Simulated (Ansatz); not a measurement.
**CH$_{4}$AlF···HF: density, localisation and related maps**

```xyz
9

Al    0.0399    0.2047    0.1468
C    -0.0099    0.1380    2.1094
H    -0.9805   -0.1939    2.5190
H     0.7993   -0.4871    2.5288
H     0.1612    1.1467    2.5267
H     1.3632    0.1987   -0.7147
F    -1.3929    0.5156   -0.6538
F    -0.2500   -2.5493    0.9304
H    -0.2731   -2.1331    1.7576
```

The calculation used Ansatz, RKS r2SCAN/def2-SVP.

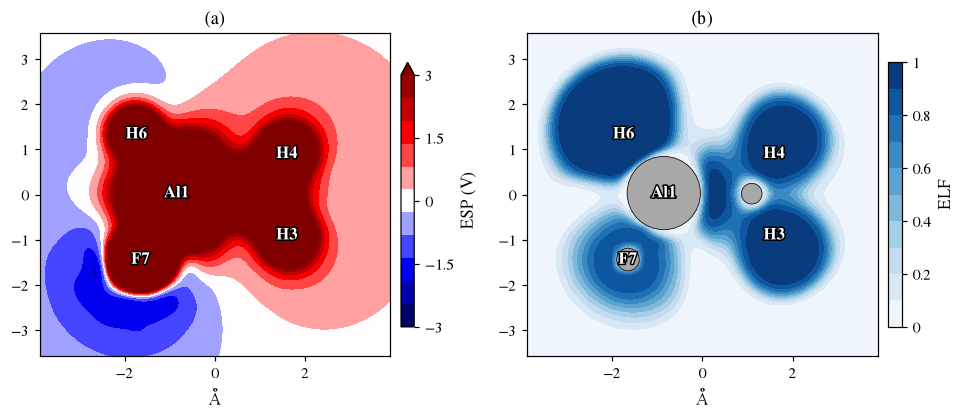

Figure 1. (a) electrostatic potential; (b) ELF on the plane of atoms H6, Al1 and F7. Grey discs cover the atomic cores in the ELF map.

### Read the bonding off the picture.

- The section cuts through Al, H and F sites.
- Al–F (1.67 Å): the ELF peaks at about 0.85 in the valence shell of F, 0.6 Å from its nucleus, and is about 0.30 at the midpoint.
- Al–H (1.58 Å): the ELF climbs to about 1 towards the hydrogen.
- The ELF also peaks beside F7, away from the bonds: lone-pair regions.
- Outside the dense part of the complex the potential is most negative (−1.9 V) near F7.

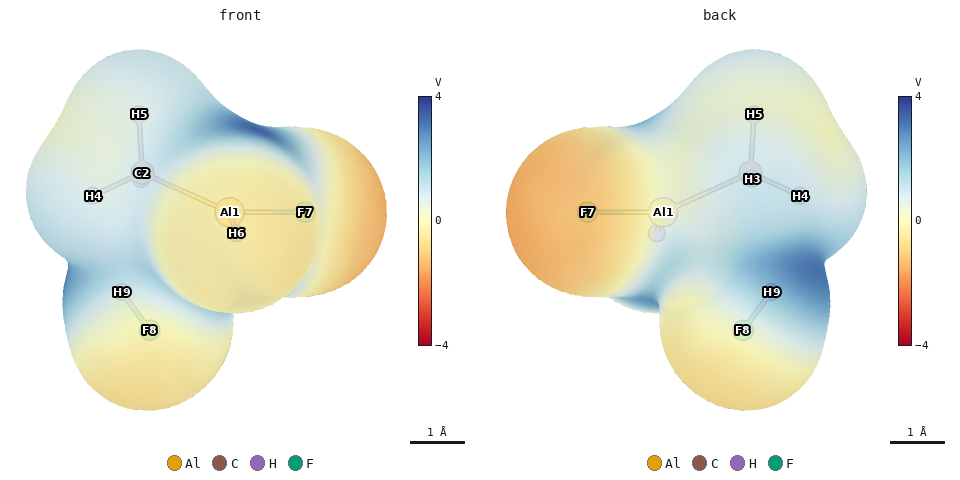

Figure 2. The electrostatic potential painted on the density surface at 0.002 e/bohr³, seen from the front and from behind; red is negative and blue positive.

### Where is the surface potential most negative and most positive?

The most negative region (about −1.5 V) lies over F7, the most positive (about +3.2 V) over Al1 and H9.

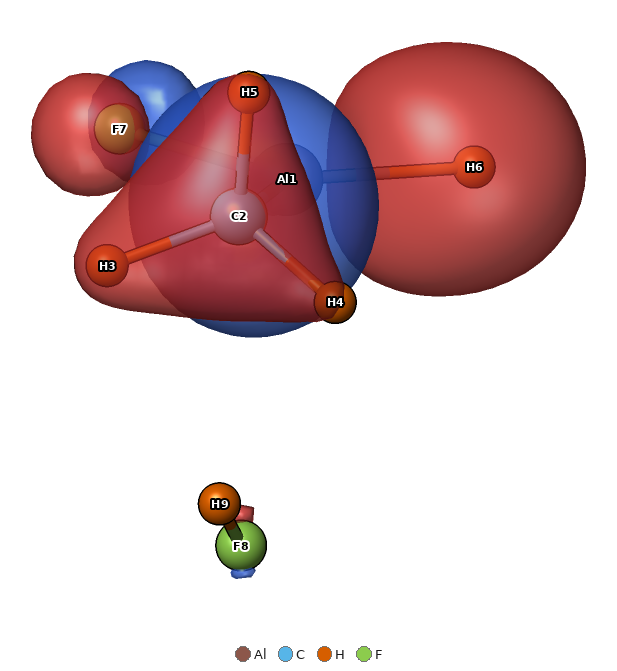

Figure 3. The HOMO at ±0.15 Å⁻³ᐟ² (blue and red are the two phases), seen at an oblique angle.

### What is the character of this orbital?

By Hirshfeld shares it lies mainly on C2 (about 35 %), H6 (about 25 %), Al1 (about 25 %) and F7 (about 10 %). Its energy is −7.36 eV.
